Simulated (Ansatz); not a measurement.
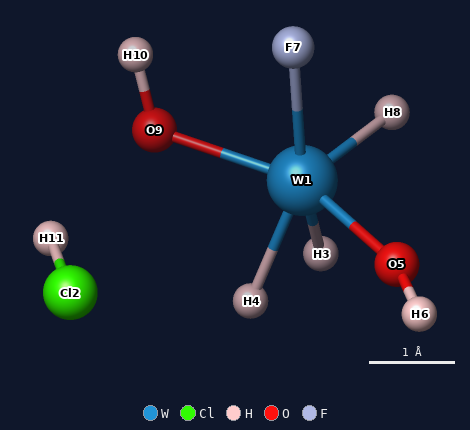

**Figure 1.** The structure as given in the input (ball-and-stick view, seen at a tilt; atoms are numbered from 1 in the order of the input). Sticks mark near contacts. Bond lengths as drawn: Cl–H 1.32 Å, F–W 1.95 Å, H–O 0.95 Å, H–W 1.67 to 1.70 Å and O–W 1.82 to 1.92 Å.

**WH₆ClO₂F: geometry relaxation (part 1 of 2)**

WH₆ClO₂F, computed with RHF/def2-SVP (Ansatz 0.2.0).

It belongs to a series of runs on one base structure; here: end point B relaxed. Figures and captions count atoms from 1; the log counts them from 0 in places.

Log:
```
The last accepted step is kept in [file] (removed where the run ends without a failure and the disk answers)
Engine: ansatz 0.2.0, x86_64-unknown-linux-gnu
Functional definition: HF
  exchange = exact_x
  correlation = 0
1276 factors; integrals over basis functions are off by at most 5.0e-4 eV
mean field evaluation 1: about -21170.2819 eV, gradient 5.5e1 eV
mean field evaluation 2: about -21170.4848 eV, gradient 5.5e1 eV
mean field evaluation 4: about -21176.2059 eV, gradient 4.9e0 eV
mean field evaluation 8: about -21176.3053 eV, gradient 5.3e-1 eV
mean field -21176.30699537 eV, -778.2149282633 hartree, gradient 5.0e-5 eV, S^2 0.000000; 0 other end points of the search recorded, 0 dependent functions left out
the calculation of the forces begins
reference -21176.30699537 eV, -778.2149282633 hartree; 31, 31 occupied and 91, 91 virtual orbitals, 1276 factors
relax step   1: F+E_penalty+E_count = -21176.30699537 eV  Δ(F+E_penalty+E_count) = +0.000e0 eV  max|allowed force component| = 1.194e0 eV/Å  Δτ_max = 0.0000 Å  (48 SCF iters, accepted)
these checks for a lower state are left out or cut short: starts, cluster_reference, orbital_swaps, neighbouring_geometries, increment
1276 factors; integrals over basis functions are off by at most 4.5e-4 eV
mean field evaluation 16: about -21176.0445 eV, gradient 3.7e-1 eV
mean field -21176.34267152 eV, -778.2162393379 hartree, gradient 1.4e-5 eV, S^2 0.000000; 0 other end points of the search recorded, 0 dependent functions left out
[... from here on the field's lines of each further geometry are left out, up to the last ...]
relax step   2: F+E_penalty+E_count = -21176.34267152 eV  Δ(F+E_penalty+E_count) = -3.568e-2 eV  max|allowed force component| = 7.862e-1 eV/Å  Δτ_max = 0.1968 Å  (47 SCF iters, accepted)
relax step   3: F+E_penalty+E_count = -21176.37991529 eV  Δ(F+E_penalty+E_count) = -3.724e-2 eV  max|allowed force component| = 8.439e-1 eV/Å  Δτ_max = 0.1051 Å  (50 SCF iters, accepted)
relax step   4: F+E_penalty+E_count = -21176.41570980 eV  Δ(F+E_penalty+E_count) = -3.579e-2 eV  max|allowed force component| = 7.312e-1 eV/Å  Δτ_max = 0.0891 Å  (50 SCF iters, accepted)
relax step   5: F+E_penalty+E_count = -21176.24884560 eV  Δ(F+E_penalty+E_count) = +1.669e-1 eV  max|allowed force component| = 3.967e0 eV/Å  Δτ_max = 0.1950 Å  (59 SCF iters, rejected (line search))
relax step   6: F+E_penalty+E_count = -21176.49140621 eV  Δ(F+E_penalty+E_count) = -7.570e-2 eV  max|allowed force component| = 9.813e-1 eV/Å  Δτ_max = 0.0950 Å  (50 SCF iters, accepted)
relax step   7: F+E_penalty+E_count = -21176.55620914 eV  Δ(F+E_penalty+E_count) = -6.480e-2 eV  max|allowed force component| = 6.263e-1 eV/Å  Δτ_max = 0.0995 Å  (53 SCF iters, accepted)
relax step   8: F+E_penalty+E_count = -21176.58487593 eV  Δ(F+E_penalty+E_count) = -2.867e-2 eV  max|allowed force component| = 4.549e-1 eV/Å  Δτ_max = 0.1499 Å  (58 SCF iters, accepted)
relax step   9: F+E_penalty+E_count = -21176.59335274 eV  Δ(F+E_penalty+E_count) = -8.477e-3 eV  max|allowed force component| = 3.666e-1 eV/Å  Δτ_max = 0.1996 Å  (57 SCF iters, accepted)
relax step  10: F+E_penalty+E_count = -21176.60587163 eV  Δ(F+E_penalty+E_count) = -1.252e-2 eV  max|allowed force component| = 2.230e-1 eV/Å  Δτ_max = 0.0896 Å  (56 SCF iters, accepted)
relax step  11: F+E_penalty+E_count = -21176.60662925 eV  Δ(F+E_penalty+E_count) = -7.576e-4 eV  max|allowed force component| = 2.459e-1 eV/Å  Δτ_max = 0.0611 Å  (56 SCF iters, accepted)
relax step  12: F+E_penalty+E_count = -21176.60821576 eV  Δ(F+E_penalty+E_count) = -1.587e-3 eV  max|allowed force component| = 1.585e-1 eV/Å  Δτ_max = 0.1397 Å  (57 SCF iters, accepted)
relax step  13: F+E_penalty+E_count = -21176.60346383 eV  Δ(F+E_penalty+E_count) = +4.752e-3 eV  max|allowed force component| = 1.442e-1 eV/Å  Δτ_max = 0.0824 Å  (57 SCF iters, rejected (line search))
relax step  14: F+E_penalty+E_count = -21176.61028277 eV  Δ(F+E_penalty+E_count) = -2.067e-3 eV  max|allowed force component| = 3.729e-2 eV/Å  Δτ_max = 0.0409 Å  (57 SCF iters, accepted)
relax step  15: F+E_penalty+E_count = -21176.61036161 eV  Δ(F+E_penalty+E_count) = -7.885e-5 eV  max|allowed force component| = 1.005e-1 eV/Å  Δτ_max = 0.0203 Å  (59 SCF iters, accepted)
relax step  16: F+E_penalty+E_count = -21176.60885206 eV  Δ(F+E_penalty+E_count) = +1.510e-3 eV  max|allowed force component| = 1.172e-1 eV/Å  Δτ_max = 0.1476 Å  (57 SCF iters, rejected (line search))
the calculation of the forces begins
reference -21176.61127837 eV, -778.2261104575 hartree; 31, 31 occupied and 91, 91 virtual orbitals, 1276 factors
relax step  17: F+E_penalty+E_count = -21176.61127837 eV  Δ(F+E_penalty+E_count) = -9.168e-4 eV  max|allowed force component| = 1.999e-2 eV/Å  Δτ_max = 0.0578 Å  (59 SCF iters, accepted)
1276 factors; integrals over basis functions are off by at most 4.9e-4 eV
mean field evaluation 160: about -21176.3001 eV, gradient 1.3e0 eV
```

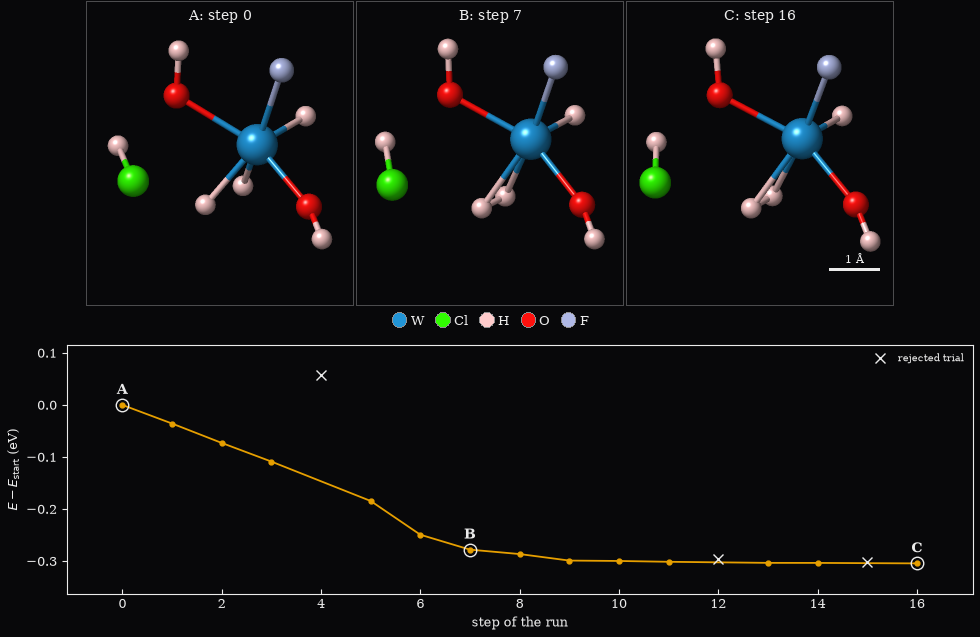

**Figure 2.** Frames of the relaxation (ball-and-stick view, seen at a tilt) above the curves, on which the letters mark them (the first geometry is step 0 here and step 1 in the log).

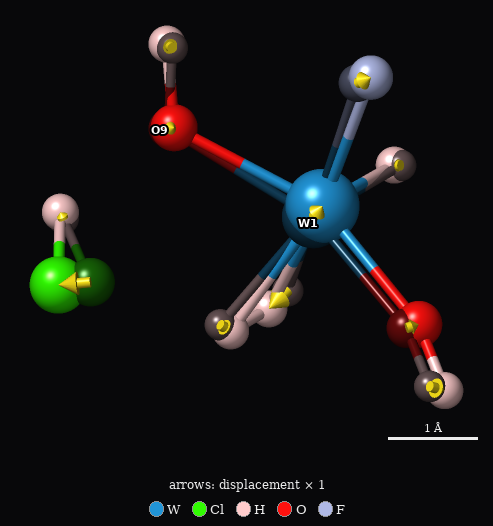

**Figure 3.** Start (faint) and end (solid) with the displacements as yellow arrows, at true length (ball-and-stick view, seen at a tilt). The two geometries are laid on each other by the best rigid fit. The largest move after the best rigid fit is that of Cl2, 0.37 Å. Largest moves by element: Cl 0.37 Å, H 0.35 Å, F 0.21 Å, W 0.20 Å, O 0.15 Å. Distances before and after: H3–H4 1.257 → 0.813 Å, W1–H3 1.701 → 1.913 Å, W1–H4 1.693 → 1.903 Å, Cl2–H11 1.325 → 1.278 Å. Among the angles that change: H3–W1–H4 43.5° → 24.6°, H4–W1–H8 112.8° → 97.8°, H3–W1–F7 157.0° → 168.7°. Over 16 geometry steps the energy falls by 0.304 eV. Largest force component: 1.2 eV/Å at the start, 0.02 eV/Å at the end. The line search rejected the trial steps at points 4, 12, 15 (counted from 0) and went back. (Atoms are counted from 1 in the order of the input.)

```
mean field -21176.61127837 eV, -778.2261104575 hartree, gradient 1.4e-5 eV, S^2 0.000000; 1 other end points of the search recorded, 0 dependent functions left out
the calculation of the forces begins
reference -21176.61127837 eV, -778.2261104575 hartree; 31, 31 occupied and 91, 91 virtual orbitals, 1276 factors
Total energy: -21176.61127837 eV, -778.2261104575 hartree
Atom 0 at    -0.153657    -0.629798    -0.181339 Å, force    -0.015275    -0.003432    -0.006443 eV/Å
Atom 1 at     0.253444    -0.504666     3.651792 Å, force    -0.000737     0.006097    -0.001133 eV/Å
Atom 2 at     0.771713     1.026380    -0.424656 Å, force    -0.007422     0.009460    -0.012401 eV/Å
Atom 3 at     0.596534     1.030210     0.369129 Å, force     0.004457    -0.019994     0.012022 eV/Å
Atom 4 at    -1.763417     0.261470    -0.186999 Å, force    -0.009413     0.010310     0.002232 eV/Å
Atom 5 at    -2.521744     0.730738     0.117755 Å, force     0.015489    -0.013658    -0.008688 eV/Å
Atom 6 at    -0.794395    -2.449217    -0.129128 Å, force    -0.001854     0.008033    -0.001538 eV/Å
Atom 7 at     0.291737    -0.556223    -1.800227 Å, force    -0.001526     0.006266     0.007279 eV/Å
Atom 8 at     1.453461    -1.236232     0.635730 Å, force     0.011641     0.009445     0.006989 eV/Å
Atom 9 at     1.774107    -2.121196     0.513640 Å, force    -0.000018    -0.009293     0.000204 eV/Å
Atom 10 at     1.112616    -0.871767     2.779505 Å, force     0.004659    -0.003234     0.001478 eV/Å
Dipole moment:     0.100706     0.612649     0.032652 e Å
```

Trajectory as extended XYZ (Å, eV, eV/Å), 17 frames, from step=1 to step=17:
```
11
Properties=species:S:1:pos:R:3:forces:R:3 step=1 energy=-21176.30699
W    -0.0456   -0.4631   -0.1628    0.3903  -0.5566   0.2653
Cl   -0.0273   -0.5840    3.4267    1.1846  -0.2150  -0.6833
H     0.7961    0.8961   -0.7428   -0.0152   0.0444   0.0676
H     0.6374    0.9358    0.5039    0.0487   0.0899  -0.0775
O    -1.6987    0.2981   -0.0564   -0.3334   0.1668   0.1585
H    -2.4932    0.6301    0.3461    0.3429  -0.1400  -0.1736
F    -0.6234   -2.3287   -0.1002    0.0367   0.1514  -0.0150
H     0.1984   -0.5808   -1.8079    0.0140   0.0319  -0.0028
O     1.5496   -1.1905    0.6223   -0.4987   0.1063  -0.3133
H     1.6362   -2.1372    0.5671    0.0243   0.1068   0.0329
H     1.0908   -0.7961    2.7492   -1.1942   0.2143   0.7413
11
Properties=species:S:1:pos:R:3:forces:R:3 step=2 energy=-21176.34267
W    -0.0463   -0.4747   -0.1867    0.1359  -0.2246  -0.1295
Cl    0.0381   -0.5482    3.6089    0.7862  -0.2616  -0.6857
H     0.7793    0.9063   -0.7472    0.0467   0.1296   0.1773
H     0.6436    0.9487    0.4437    0.0383   0.1119  -0.1142
O    -1.6974    0.2910   -0.0794   -0.1974   0.0661   0.0865
H    -2.4853    0.6240    0.3216    0.0503  -0.0124  -0.0403
F    -0.6222   -2.3344   -0.1291   -0.0358  -0.0158   0.0458
H     0.2072   -0.5666   -1.8322    0.0108  -0.0205  -0.0135
O     1.5401   -1.1810    0.5852   -0.1603  -0.0678   0.0020
H     1.6348   -2.1265    0.5499    0.0696   0.0298   0.0059
H     1.0285   -0.8589    2.8103   -0.7441   0.2654   0.6657
11
Properties=species:S:1:pos:R:3:forces:R:3 step=3 energy=-21176.37992
W    -0.0544   -0.4884   -0.2014   -0.3391  -0.4644  -0.2669
Cl    0.0457   -0.5464    3.6452    0.8439  -0.2811  -0.6483
H     0.7702    0.9288   -0.6967    0.1739   0.3567   0.2519
H     0.6503    0.9682    0.3716    0.1230   0.2600  -0.1964
O    -1.7031    0.2859   -0.0968   -0.0858   0.0639  -0.0118
H    -2.4850    0.6233    0.3005   -0.1969   0.0854   0.0754
F    -0.6338   -2.3419   -0.1415   -0.1094  -0.1354   0.0475
H     0.2135   -0.5648   -1.8467    0.0335  -0.0092  -0.0534
O     1.5181   -1.1819    0.5679    0.3061  -0.1629   0.1988
H     1.6261   -2.1254    0.5395    0.0756  -0.0055  -0.0002
H     1.0727   -0.8778    2.9037   -0.8248   0.2925   0.6035
11
Properties=species:S:1:pos:R:3:forces:R:3 step=4 energy=-21176.41571
W    -0.0596   -0.5044   -0.2159   -0.7159  -0.3672  -0.5411
Cl    0.0779   -0.5133    3.7214    0.7222  -0.3234  -0.6086
H     0.7615    0.9517   -0.6683    0.2333   0.4460   0.3145
H     0.6580    0.9885    0.3141    0.1374   0.3146  -0.2341
O    -1.7065    0.2780   -0.1111    0.0471   0.0175  -0.1029
H    -2.4825    0.6186    0.2841   -0.4331   0.1884   0.1881
F    -0.6419   -2.3519   -0.1562   -0.1603  -0.2442   0.0731
H     0.2227   -0.5577   -1.8625    0.0386  -0.0181  -0.0532
O     1.5049   -1.1801    0.5453    0.7312  -0.3226   0.4303
H     1.6272   -2.1216    0.5265    0.1005  -0.0291  -0.0138
H     1.0587   -0.9281    2.9678   -0.7012   0.3380   0.5476
11
Properties=species:S:1:pos:R:3:forces:R:3 step=5 energy=-21176.24885 accepted=F
W    -0.0850   -0.5682   -0.2495   -1.6939  -0.0365  -1.3010
Cl    0.1318   -0.4877    3.8861    0.6102  -0.3325  -0.5862
H     0.7677    1.0573   -0.5527    0.6196   0.2530  -3.8522
H     0.7010    1.0792    0.1469   -0.2777   0.4526   3.9669
O    -1.7235    0.2495   -0.1430    0.4147  -0.0509  -0.3210
H    -2.4816    0.6089    0.2472   -0.9420   0.4309   0.4368
F    -0.6835   -2.3982   -0.1810   -0.2339  -0.3790   0.1088
H     0.2449   -0.5582   -1.9047    0.0511   0.0320   0.0573
O     1.4632   -1.1964    0.4936    1.8961  -0.7336   1.0160
H     1.6322   -2.1313    0.4930    0.1463   0.0208  -0.0283
H     1.0532   -0.9751    3.1094   -0.5903   0.3432   0.5029
```
